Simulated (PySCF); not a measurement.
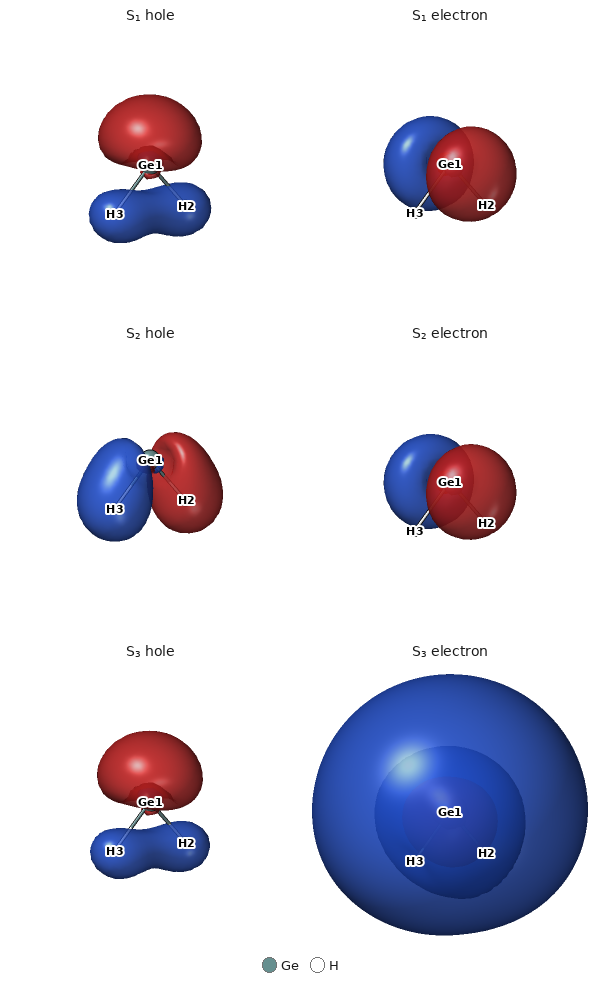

Figure 1: GeH2. Leading natural transition orbitals (CIS singlet states).

Computed with PySCF, HF/def2-SVPD, geometry: GFN2-xTB. No frequency check shows the geometry to be a minimum. GFN2-xTB bond lengths at metals and heavier atoms can be off by up to 0.1 Å and shapes distorted, which carries into these values.

Question: Give the energy and character of each state.

Answer: By state:
- S₁: 2.80 eV (442 nm), f = 0.028, partly diffuse acceptor orbital; the leading pair carries 100 %; hole on Ge1 (75 %) and H2 and H3 (12 % each), electron on Ge1 (90 %) (atom shares of so diffuse an orbital are rough); their centroids lie 0.2 Å apart.
- S₂: 4.71 eV (264 nm), f = 0.000 (dark), partly diffuse acceptor orbital; the leading pair carries 99 %; hole on Ge1 (46 %) and H2 and H3 (27 % each), electron on Ge1 (90 %) (atom shares of so diffuse an orbital are rough); their centroids lie 0.6 Å apart.
- S₃: 6.69 eV (185 nm), f = 0.244 (bright), diffuse (Rydberg-like) orbital; the leading pair carries 99 %; hole on Ge1 (78 %) and H2 and H3 (11 % each), electron on Ge1 (80 %) and H2 and H3 (10 % each) (atom shares of so diffuse an orbital are rough); their centroids lie 0.0 Å apart.
